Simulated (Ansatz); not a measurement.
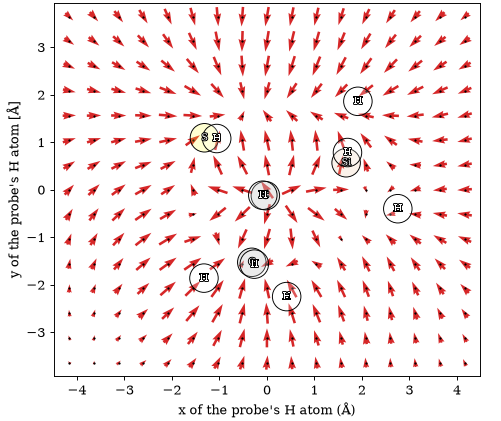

C₂H₈SSi (SMILES CC([SiH3])S) with the probe H2O. The probe is moved over a plane parallel to the molecule's main plane, 3.17 Å above it. Coordinates scanned: (1) x of the probe's H atom; (2) y of the probe's H atom. Nothing is relaxed (molecule and probe rigid, the probe upright with H nearest the plane). The grid has 17 × 15 points. Level of theory: RKS PBE0-D4/def2-SVP (Ansatz).

The picture shows dots at the grid points, arrows along the force (downhill), their lengths compressed, labelled circles for the molecule's atoms, projected on the plane.

### The arrows alone are given. Where are the wells?

The arrows converge at about x of the probe's H atom = −0.37 Å, y of the probe's H atom = 1.68 Å; x of the probe's H atom = −0.52 Å, y of the probe's H atom = −1.56 Å (0.58 kcal/mol up) (read from the interpolated surface).

The energy map of the same scan:

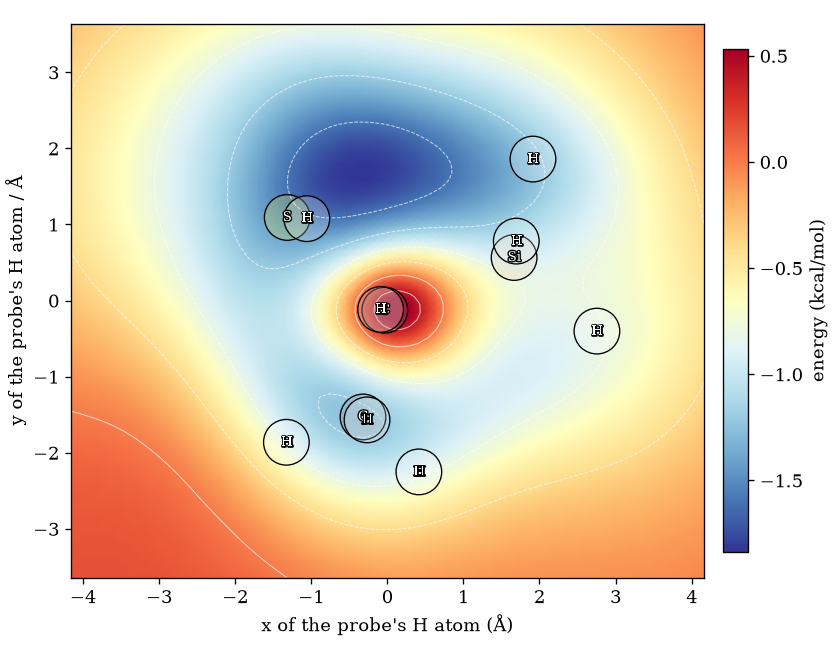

Energies are in kcal/mol, from molecule and probe far apart, each relaxed in its own basis (no counterpoise correction); between grid points the surface is interpolated.
